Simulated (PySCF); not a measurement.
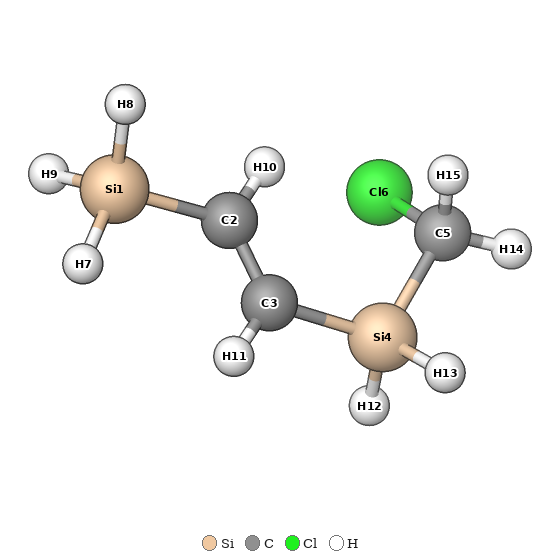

Structure of C₃H₉ClSi₂, SMILES [SiH3]/C=C/[SiH2]CCl.

Kohn-Sham orbital energies near the frontier, PBE0/def2-SVPD, PySCF, at a GFN2-xTB geometry (no frequency check), isolated molecule; empty levels in grey, levels within 0.03 eV side by side.

**Where do the frontier orbitals lie?**

HOMO at −7.95 eV, LUMO at −0.94 eV, 7.02 eV apart.

**On which atoms do HOMO and LUMO mostly sit?**

HOMO: Cl6 32 %, C3 18 %, C2 16 %. LUMO: C2 33 %, C3 32 %, Si4 9 % (Löwdin shares).

**List the levels with the atoms that carry most of them (a dash for levels above zero or within 0.03 eV of another, where shares mean little).**

| orbital | energy (eV) | Löwdin shares |
| --- | --- | --- |
| LUMO+1 | 0.08 | – |
| LUMO | −0.94 | C2 33 %, C3 32 %, Si4 9 % |
| HOMO | −7.95 | Cl6 32 %, C3 18 %, C2 16 % |
| HOMO−1 | −8.13 | C3 22 %, Cl6 20 %, C2 20 % |
| HOMO−2 | −8.38 | Cl6 32 %, C2 14 %, C3 11 % |

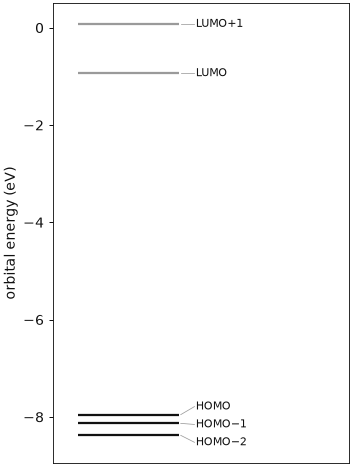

Caveats: the tight-binding geometry is rougher than a DFT one and adds to the error; one conformer of a flexible molecule; empty levels above zero depend strongly on the basis.
